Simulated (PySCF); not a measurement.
## A study: C4H6O2S2, SMILES `CS[CH]1C(=O)C[S@@]1=O`

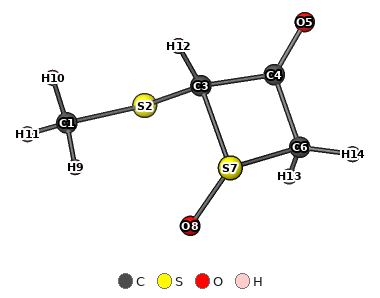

The molecule, with its atoms numbered as below. No frequency check shows the geometry to be a minimum.

Cartesian coordinates (Å):

```
C1      -2.6459    0.3656    0.3763
S2      -1.2246    1.0037   -0.5535
C3       0.0864    0.5244    0.5859
C4       1.4635    0.8071    0.0393
O5       2.2027    1.7161    0.2778
C6       1.7061   -0.4855   -0.6826
S7       0.4731   -1.3422    0.4317
O8      -0.5475   -1.9869   -0.3767
H9      -2.5599   -0.7129    0.4618
H10     -2.6869    0.8408    1.3526
H11     -3.5265    0.6245   -0.2022
H12     -0.1237    0.8998    1.5862
H13      1.2910   -0.4844   -1.6883
H14      2.7278   -0.8539   -0.6842
```

Part 1: Excited states

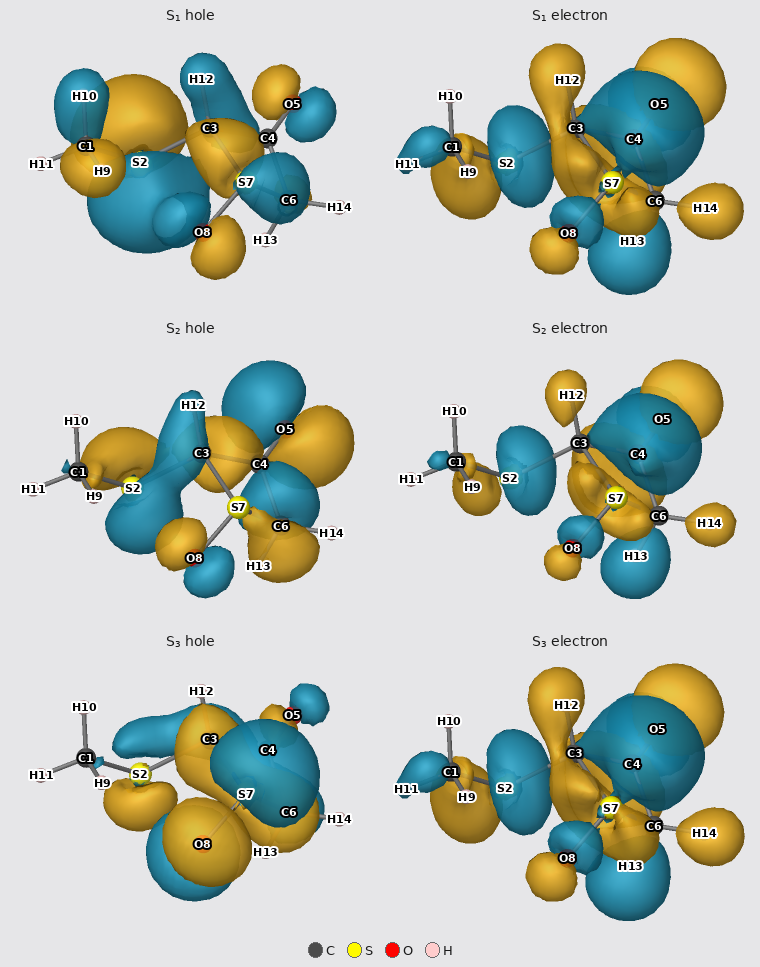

Leading natural transition orbitals (TDA singlet states).

Computed with PySCF, B3LYP/6-31+G*, geometry: GFN2-xTB.

Describe these excited states.

Answer. By state:
- S₁: 3.71 eV (334 nm), f = 0.001 (very weak), charge transfer, whose energy this functional puts too low; the leading pair carries 100 %; hole on S2 (59 %), S7 (9 %) and O8 (8 %), electron on C4 (30 %), O5 (26 %) and S2 (10 %); their centroids lie 1.9 Å apart.
- S₂: 4.06 eV (305 nm), f = 0.002 (very weak); the leading pair carries 100 %; hole on O5 (51 %), S2 (10 %) and C4 and C6 (10 % each), electron on C4 (34 %), O5 (29 %) and S2 (8 %); their centroids lie 0.2 Å apart.
- S₃: 4.31 eV (288 nm), f = 0.012, charge transfer, whose energy this functional puts too low; the leading pair carries 99 %; hole on O8 (45 %), S7 (27 %) and C6 (8 %), electron on C4 (28 %), O5 (24 %) and S2 and S7 (10 % each); their centroids lie 2.0 Å apart.

Part 2: In an electric field

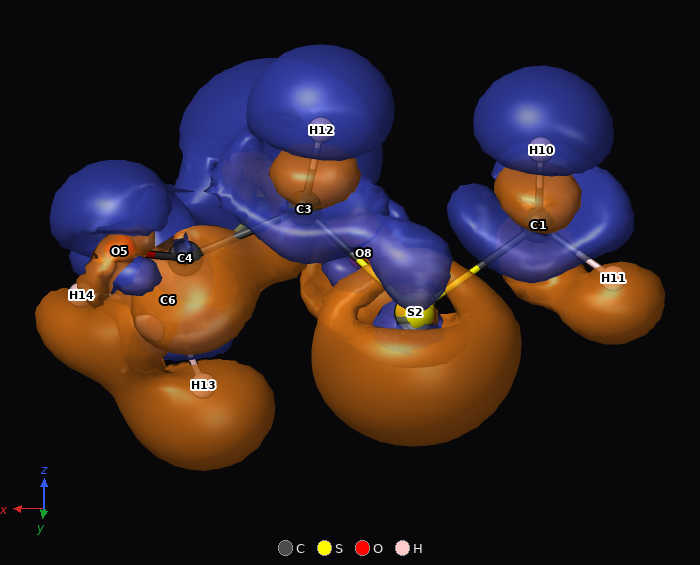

Change of the electron density in a uniform field of 0.10 V/Å, surfaces at ±0.0006 e/Å³ (orange: gain, blue: loss).

Method: PBE/def2-SVP; geometry: GFN2-xTB; program: PySCF. A basis without diffuse functions makes polarisabilities too small.

The field was applied in both directions; the picture shows the one opposite to the script's first.

Along which Cartesian direction does the field point?

Answer. Along +z: electrons gather on the −z side, against the field.

What dipole is induced, and what polarisability does it imply?

Answer. The induced dipole is 0.31 D (along the field); α along this axis, from the fields in both directions, is 61 bohr³ (9.0 Å³).

Part 3: Removing or adding an electron

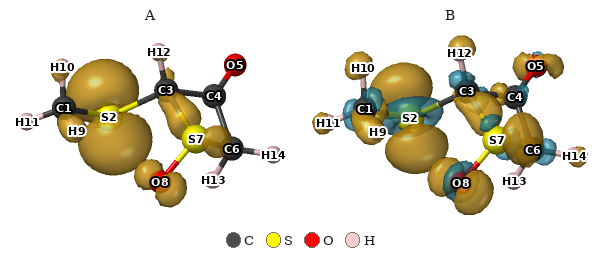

The Fukui function f⁻ from two separate SCF calculations and the density of the HOMO, at ±0.03 e/Å³ (yellow positive, teal negative).

Method: B3LYP/def2-SVP; geometry: GFN2-xTB; program: PySCF.

Which panel is which, and how good is the frozen-orbital picture?

Answer. B is f⁻ (it has negative regions), A the HOMO density. The HOMO lies on S2 (63 %), S7 (10 %) and O8 (7 %); f⁻ (Hirshfeld-condensed) is largest on S2 (0.32); the vertical ionisation energy is 8.75 eV (the stability of the cation's solution wasn't checked). Relaxation shifts 34 % of the electron between atoms. The orbital energy is −6.52 eV.

The PySCF runs shown took 11 min, 3 min and 4.6 min on 1 thread of AMD EPYC (Zen 3), with other jobs on the host.
